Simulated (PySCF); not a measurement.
**[CeH3(H2O)]−: other functionals and bases at one geometry**

How far do other levels of theory move the description of [CeH3(H2O)]−, and what does each cost? It is a constructed species; whether it can be made isn't addressed.

The runs use PySCF 2.14.0; several levels, as the steps say, no spin–orbit coupling.

1 further run of the same task is left out (for a known fault of the program).

### Step 1. The system as given

7 atoms, charge -1, spin multiplicity 1.

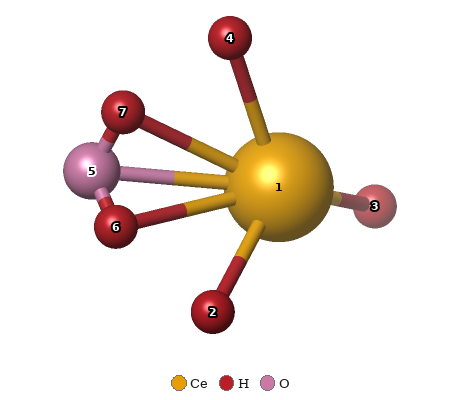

The geometry (cerium amber, hydrogen red, oxygen pink); atoms are numbered from 1 in the order of the file.

Coordinates:

```
Ce   -0.22352   -0.41540    0.41540
H     0.39289    1.92510    0.73663
H    -1.09502   -2.02061    2.02061
H     0.39289   -0.73663   -1.92510
O    -1.14765    1.35007   -1.35007
H    -0.54241    1.88747   -0.77524
H    -0.54241    0.77524   -1.88747
```

Formal oxidation states: Ce +2. Each metal's 2 4f electrons lie in its core potential, so multiplicities, spins and levels count the valence alone. For divalent La, Ce, Gd or Lu the extra electron is normally 5d or 6s, so this core forces an excited configuration. An earlier session relaxed this geometry at PBE0, Ce lcecp-0-SVP with ECP48, H def2-SVP, O def2-SVP (singlet, point group Cs).

At PBE0 on the finer grid: E = -104.706579 Eh, frontier levels not given, since the 4f levels lie in the core, Mulliken charge on Ce1 +0.04 e, largest force component 0.005 eV/Å. 

Levels to run: TPSSh; revPBE; PBE0, TZVP. Hardware: 2 threads of Arm Neoverse V1, shared host.

### Step 2. TPSSh

Contents of run.py (the lines that set the calculation):

```python
mol = gto.M(atom='''
Ce    -0.22352    -0.41540     0.41540
H      0.39289     1.92510     0.73663
H     -1.09502    -2.02061     2.02061
H      0.39289    -0.73663    -1.92510
O     -1.14765     1.35007    -1.35007
H     -0.54241     1.88747    -0.77524
H     -0.54241     0.77524    -1.88747''',
    basis={'Ce': 'lcecp-0-SVP', 'H': 'def2-SVP', 'O': 'def2-SVP'},
    ecp={'Ce': 'lcecp-0-SVP'},
    charge=-1, spin=0)
mf = dft.RKS(mol, xc='TPSSH')
mf.grids.atom_grid = (75, 302)  # f atoms: unpruned, at least (60, 302)
mf = mf.density_fit()  # fitting sets: Ce AutoAux, H def2-universal-JKFIT, O def2-universal-JKFIT
mf.conv_tol = 1e-08; mf.max_cycle = 55
mf.kernel(dm0)  # dm0: the density of the relaxed state
```

The run is started by

```console
$ OMP_NUM_THREADS=2 python run.py
```

Standard output:

```text
init E= -104.807182535001
cycle= 1 E= -104.807616185096  delta_E= -0.000434  |g|= 0.00914  |ddm|= 0.113
cycle= 2 E= -104.807646761119  delta_E= -3.06e-05  |g|= 0.00703  |ddm|= 0.0325
cycle= 3 E= -104.807665794767  delta_E= -1.9e-05  |g|= 0.00354  |ddm|= 0.0134
cycle= 4 E= -104.807668196489  delta_E= -2.4e-06  |g|= 0.000206  |ddm|= 0.00315
cycle= 5 E= -104.807668213195  delta_E= -1.67e-08  |g|= 5.04e-05  |ddm|= 0.000468
cycle= 6 E= -104.807668214113  delta_E= -9.18e-10  |g|= 7.43e-06  |ddm|= 0.000116
Extra cycle  E= -104.807668214114  delta_E= -3.98e-13  |g|= 8.55e-06  |ddm|= 2.38e-05
converged SCF energy = -104.807668214114
```

It took 4.7 s on 2 threads of Arm Neoverse V1, shared host.

Result: E = -104.807668 Eh, frontier levels not given, since the 4f levels lie in the core, Mulliken charge on Ce1 +0.12 e, largest force component 0.391 eV/Å. 

### Step 3. revPBE

run.py (the lines that set the calculation), as its differences from that of step 2:

```diff
@@ -11,3 +11,3 @@
     charge=-1, spin=0)
-mf = dft.RKS(mol, xc='TPSSH')
+mf = dft.RKS(mol, xc='PBE_R,PBE')
 mf.grids.atom_grid = (75, 302)  # f atoms: unpruned, at least (60, 302)
```

The run is started by

```console
$ OMP_NUM_THREADS=2 python run.py
```

Standard output:

```text
init E= -104.808465547955
cycle= 1 E= -104.810088754732  delta_E= -0.00162  |g|= 0.0315  |ddm|= 0.252
cycle= 2 E= -104.809426385934  delta_E= 0.000662  |g|= 0.0667  |ddm|= 0.102
cycle= 3 E= -104.810333821351  delta_E= -0.000907  |g|= 0.00303  |ddm|= 0.0585
cycle= 4 E= -104.810338708586  delta_E= -4.89e-06  |g|= 0.000691  |ddm|= 0.0102
cycle= 5 E= -104.810338925952  delta_E= -2.17e-07  |g|= 0.000174  |ddm|= 0.00168
cycle= 6 E= -104.810338940093  delta_E= -1.41e-08  |g|= 3.17e-05  |ddm|= 0.000445
cycle= 7 E= -104.81033894054  delta_E= -4.47e-10  |g|= 7.62e-06  |ddm|= 8.57e-05
Extra cycle  E= -104.81033894054  delta_E= -4.55e-13  |g|= 8.53e-06  |ddm|= 3.52e-05
converged SCF energy = -104.81033894054
```

It took 3.4 s on 2 threads of Arm Neoverse V1, shared host.

Read off: E = -104.810339 Eh, frontier levels not given, since the 4f levels lie in the core, Mulliken charge on Ce1 -0.11 e, largest force component 0.837 eV/Å. 

### Step 4. PBE0, TZVP

Basis: Ce lcecp-0-TZVP with ECP48, H def2-TZVP, O def2-TZVP. 

Contents of run.py (the lines that set the calculation):

```python
mol = gto.M(atom='''
Ce    -0.22352    -0.41540     0.41540
H      0.39289     1.92510     0.73663
H     -1.09502    -2.02061     2.02061
H      0.39289    -0.73663    -1.92510
O     -1.14765     1.35007    -1.35007
H     -0.54241     1.88747    -0.77524
H     -0.54241     0.77524    -1.88747''',
    basis={'Ce': 'lcecp-0-TZVP', 'H': 'def2-TZVP', 'O': 'def2-TZVP'},
    ecp={'Ce': 'lcecp-0-TZVP'},
    charge=-1, spin=0)
mf = dft.RKS(mol, xc='PBE0')
mf.grids.atom_grid = (75, 302)  # f atoms: unpruned, at least (60, 302)
mf = mf.density_fit()  # fitting sets: Ce AutoAux, H def2-universal-JKFIT, O def2-universal-JKFIT
mf.conv_tol = 1e-08; mf.max_cycle = 55
mf.kernel(dm0)  # dm0: free metal ions and neutral atoms
```

The run is started by

```console
$ OMP_NUM_THREADS=2 python run.py
```

Standard output:

```text
init E= -112.638036840323
cycle= 1 E= -88.8221291915829  delta_E= 23.8  |g|= 4.86  |ddm|= 4.49
cycle= 2 E= -30.3299209868861  delta_E= 58.5  |g|= 15.4  |ddm|= 11.3
cycle= 3 E= -61.5247609415223  delta_E= -31.2  |g|= 11.5  |ddm|= 8.66
cycle= 4 E= -74.0696551888136  delta_E= -12.5  |g|= 11.1  |ddm|= 4.21
cycle= 5 E= -79.0242937986994  delta_E= -4.95  |g|= 10.4  |ddm|= 2.18
cycle= 6 E= -87.283088096069  delta_E= -8.26  |g|= 8.16  |ddm|= 4.48
cycle= 7 E= -92.8515441216582  delta_E= -5.57  |g|= 6.24  |ddm|= 2.75
cycle= 8 E= -98.9581004875452  delta_E= -6.11  |g|= 4.32  |ddm|= 4.37
cycle= 9 E= -103.140967710396  delta_E= -4.18  |g|= 2.47  |ddm|= 2.97
cycle= 10 E= -103.222485982276  delta_E= -0.0815  |g|= 1.26  |ddm|= 4.91
cycle= 11 E= -104.417614468397  delta_E= -1.2  |g|= 0.924  |ddm|= 5.49
cycle= 12 E= -104.741401755351  delta_E= -0.324  |g|= 0.444  |ddm|= 1.23
cycle= 13 E= -104.80321592303  delta_E= -0.0618  |g|= 0.109  |ddm|= 0.538
cycle= 14 E= -104.806424996781  delta_E= -0.00321  |g|= 0.0278  |ddm|= 0.171
cycle= 15 E= -104.806749864071  delta_E= -0.000325  |g|= 0.00781  |ddm|= 0.0469
cycle= 16 E= -104.806773352137  delta_E= -2.35e-05  |g|= 0.00255  |ddm|= 0.0143
cycle= 17 E= -104.806775682067  delta_E= -2.33e-06  |g|= 0.000448  |ddm|= 0.00448
cycle= 18 E= -104.806775747624  delta_E= -6.56e-08  |g|= 6.33e-05  |ddm|= 0.000666
cycle= 19 E= -104.806775750895  delta_E= -3.27e-09  |g|= 2.49e-05  |ddm|= 0.00022
Extra cycle  E= -104.806775751032  delta_E= -1.37e-10  |g|= 2.93e-05  |ddm|= 6.87e-05
converged SCF energy = -104.806775751032
```

It took 8.6 s on 2 threads of Arm Neoverse V1, shared host.

Result: E = -104.806776 Eh, frontier levels not given, since the 4f levels lie in the core, Mulliken charge on Ce1 +0.37 e, largest force component 0.176 eV/Å. 

### Step 5. All levels side by side

| level | state | charge on Ce1 (e) | dipole (D) | largest force (eV/Å) | basis functions | time |
| --- | --- | --- | --- | --- | --- | --- |
| PBE0 (relaxed here) | singlet | 0.04 | 0.59 | 0.01 | 70 | 6.8 s |
| TPSSh | singlet | 0.12 | 0.55 | 0.39 | 70 | 4.7 s |
| revPBE | singlet | -0.11 | 0.53 | 0.84 | 70 | 3.4 s |
| PBE0, TZVP | singlet | 0.37 | 0.91 | 0.18 | 108 | 8.6 s |

Times are on 2 threads of Arm Neoverse V1, shared host; the first row also made further properties. The dipole of a charged species depends on the origin, so these sizes hold for this origin alone.

The largest leftover force, 0.84 eV/Å with revPBE, stands at a geometry relaxed at another level. The Mulliken charge on Ce spans -0.11 to +0.37 e over the levels. With 4f in the core, its levels are missing from HOMO and gap. Total energies of different levels can't be compared. Spin–orbit coupling is left out throughout.
